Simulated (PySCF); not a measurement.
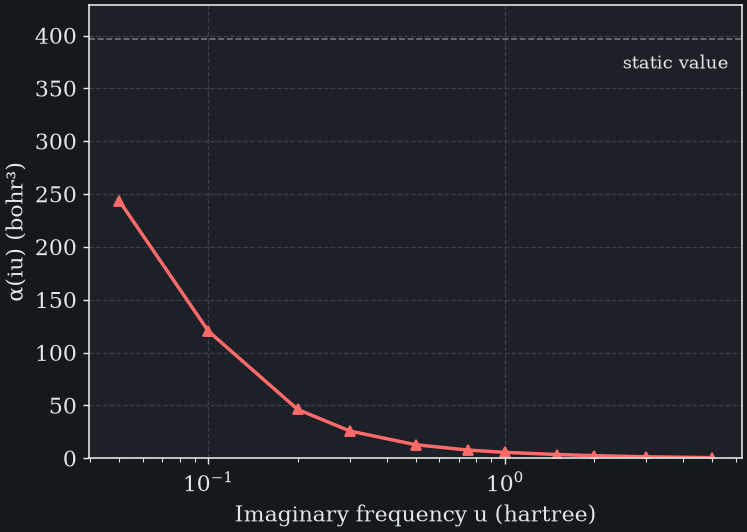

Dipole polarisability at imaginary frequency of Ag⁻ ([Kr] 4d¹⁰ 5s²). Coupled response at the HF level; PySCF, aug-cc-pVDZ-PP with a 28-electron core potential, unrestricted single determinants, no spin-orbit coupling.

> Give the static polarisability, its fall-off and C₆.

The static dipole polarisability is 397 bohr³; α(iu) falls to half of it near u = 0.064 hartree. The Casimir–Polder integral gives C₆ = 7760 hartree bohr⁶ for two such species.
